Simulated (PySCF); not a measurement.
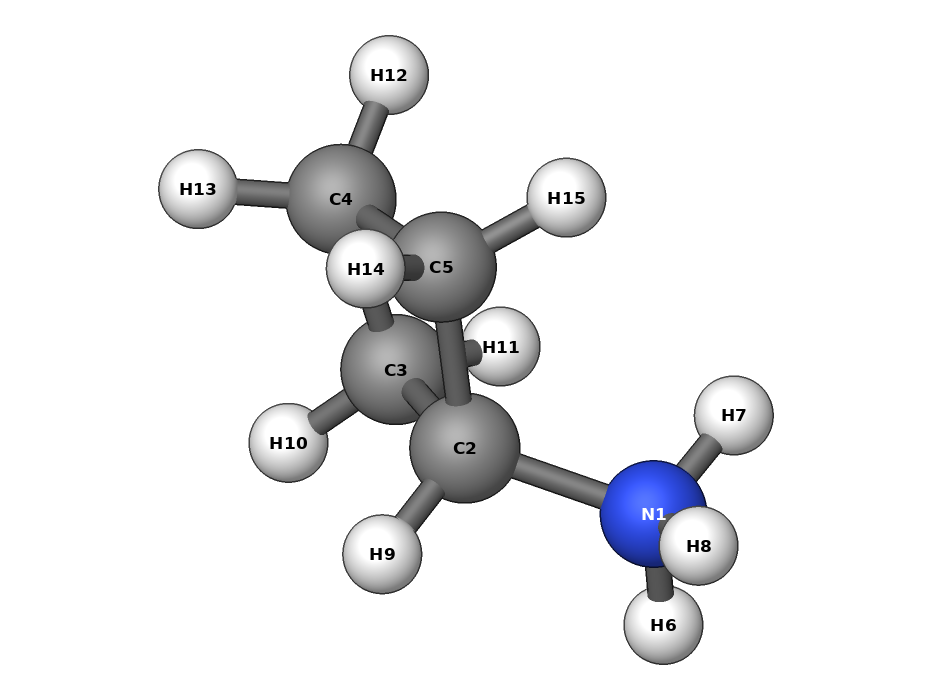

The species has charge +1 and is a spin singlet. The computed structure is the end point of a GFN2-xTB optimisation. No frequency run is at hand to confirm it as a minimum. Level of theory: GIAO PBE0/pcSseg-1 NMR shielding, non-relativistic, gas phase (PySCF 2.14.0). Principal shieldings σ11 ≤ σ22 ≤ σ33, span Ω = σ33 − σ11, skew κ = 3(σiso − σ22)/Ω.

Give the shielding tensors of the N atoms.

| atom | σ11 | σ22 | σ33 | σiso | Ω | κ |
| --- | --- | --- | --- | --- | --- | --- |
| N1 | 175.0 | 181.9 | 217.8 | 191.6 | 42.7 | 0.68 |

Shieldings and span in ppm.
